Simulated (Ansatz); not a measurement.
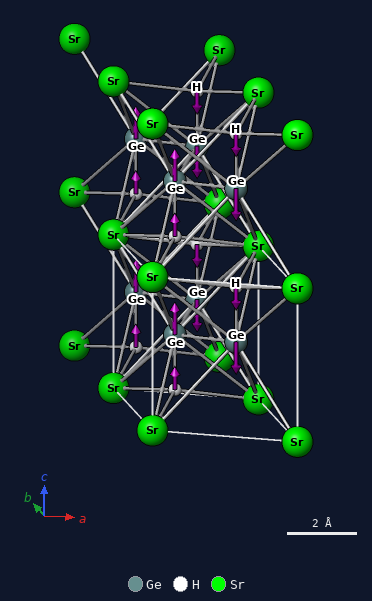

This is a relaxation of a crystal of SrGe$_{2}$H$_{2}$ (a generated structure, set up in P-3m1). The starting structure is drawn; purple arrows show the displacements (the part carried along by the change of the cell is left out), magnified 5 times.

The picture is a ball-and-stick view of the cell of the calculation, reduced to other axes, repeated 1 × 2 × 2 with one cell outlined, seen slightly off an axis. Lengths and directions refer to the drawn axes.

The start is a swapped structure.

Computed with DFT, PAW plane waves, r2SCAN (Ansatz 0.2.0).

Input file:
```yaml
crystal:
  lattice:
    - [2.202524, 3.814881, 0.0]
    - [-2.202524, 3.814881, 0.0]
    - [0.0, 0.0, 4.711673]
  atoms:
    - { symbol: Ge, position: [0.3333, 0.3334, 0.4656] }
    - { symbol: Ge, position: [0.6667, 0.6666, 0.5344] }
    - { symbol: H, position: [0.3333, 0.3334, 0.1067] }
    - { symbol: H, position: [0.6667, 0.6666, 0.8933] }
    - { symbol: Sr, position: [0.0, 0.0, 0.0] }
  symmetry: { tolerance: 0.0003 }
kpoints:
  mp_grid: { grid: [7, 7, 6], shift: [0, 0, 0] }
magnetization:
  spin_polarized: false
scf:
  occupations: { method: fermi_dirac }
  lower_state_search: "off"
hamiltonian:
  pseudopotentials: { kind: paw }
  xc: r2scan
basis:
  ecutwfc: 500
  fft_grid_basis: typed
relax:
  max_steps: 40
  cell: { p_target: 0.0 }
  f_tol: 0.03
output:
  forces: true
  stress: true
  eigenvalues: true
  bader: true
  populations: true
  elf: true
  write_potential: true
  volumetric_format: npy
  dos:
    e_range: [-12, 8]
    de: 0.05
    projected: { site_lists: { Ge: [Ge], H: [H], Sr: [Sr] } }
  write_density: true
checkpoint:
  read: saved_state
```

Command:
```bash
ansatz run input.yaml --threads 2 --pin off --max-ram 2560MiB --backend cpu --events-out ev --progress --plain --runs-dir out
```

### Which element moves most?

Germanium: up to 0.20 Å, against 0.15 Å for hydrogen.

### What happened in the run?

The largest moves relative to the cell, 0.20 Å, are those of Ge1 and Ge2. Ge2 goes along −c. By element the largest moves are Ge 0.20 Å, H 0.15 Å. Sr stays in place. The volume changes by +6.3 %, with a = b 4.405 → 4.706 Å (+6.8 %), c 4.712 → 4.389 Å (−6.8 %). Among the contacts that change: H3–Sr5 2.592 → 2.786 Å, Ge1–Sr5 3.359 → 3.527 Å, Ge1–Ge2 2.564 → 2.719 Å, Ge1–Sr5 (another image) 3.579 → 3.459 Å. The space group stays P-3m1 (No. 164). The energy falls by 0.640 eV per cell of the calculation in 6 accepted moves (7 points after the start). Largest force component: 1.4 eV/Å at the start, 0.00033 eV/Å at the end. Pressure: 3.39 GPa at the start and 0.01 GPa at the end. The SCF was repeated once at an unchanged geometry on a basis and grid sized afresh for the cell, which shifted the energy by 2.5 meV per cell of the calculation at most. Cost: 110 s on 2 threads of AMD EPYC 7R43 64-Core Processor (Zen 3), with other jobs on the host, peak memory 0.69 GiB.
